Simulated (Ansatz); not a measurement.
**Fields on a plane of Cd (hcp, Mg type)**

```
CELL_PARAMETERS angstrom
      2.94560     0.00000     0.00000
     -1.47280     2.55096     0.00000
      0.00000     0.00000     5.60346
ATOMIC_POSITIONS crystal
  Cd 0.33333 0.66667 0.75000
  Cd 0.66667 0.33333 0.25000
```

The slice is a (1 -1 0 0) plane (indices of the conventional cell) through the point (0.333, 0.667, 0.750) (fractional), spanned by u = [110] and v = [001] in vectors of this cell: u (2.95 Å) and v (5.60 Å, at 90° to u). It covers one period; positions are fractions (u, v).

Atoms on it: Cd at (0.00, 0.00). Other atoms lie within 1 Å of the plane.

These are PBEsol (plane waves to 420 eV, PAW, scalar-relativistic; Ansatz, a program for electronic structure) values and carry that method's errors. k mesh 18×18×9. Inside the PAW spheres the values are not all-electron values, and peaks at nuclei hang on which shells count as valence. Cd was relaxed with its symmetry unable to fall. The PAW data are Ansatz's earlier set.

```tsv
v \ u	0.00	0.12	0.24	0.35	0.47	0.59	0.71	0.82	0.94
0.88	x	x	x	3.4	6.1	5.2	-0.6	x	x
0.75	5.3	5.7	6.3	6.8	7.0	6.9	6.6	6.0	5.4
0.62	7.1	6.5	4.7	1.9	-1.0	0.2	3.5	5.8	7.0
0.50	6.2	5.0	0.8	x	x	x	<-1.0	3.6	5.9
0.38	7.1	6.5	4.7	1.9	-1.0	0.2	3.5	5.8	7.0
0.25	5.3	5.7	6.3	6.8	7.0	6.9	6.6	6.0	5.4
0.12	x	x	x	3.4	6.1	5.2	-0.6	x	x
0.00	x	x	x	<-1.0	4.1	2.2	x	x	x
```

Values: electrostatic potential energy of an electron, from the cell's mean, in eV. Points within 1 Å of a nucleus are blanked (x), as the pseudised field means little there. Values under -1 eV are set to -1. The zero, the cell's mean, hangs on the PAW cores.

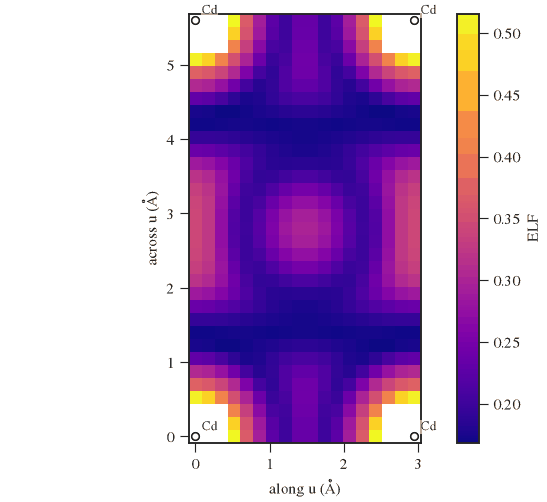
Fig. 1. Electron localisation function (ELF), one period of the plane, atoms marked. Points within 0.5 Å of a nucleus are left white, as the pseudised field means little there.

Density on the Cd–Cd line (2.95 Å) at its midpoint: 0.21 e/Å³
ELF at that point: 0.2
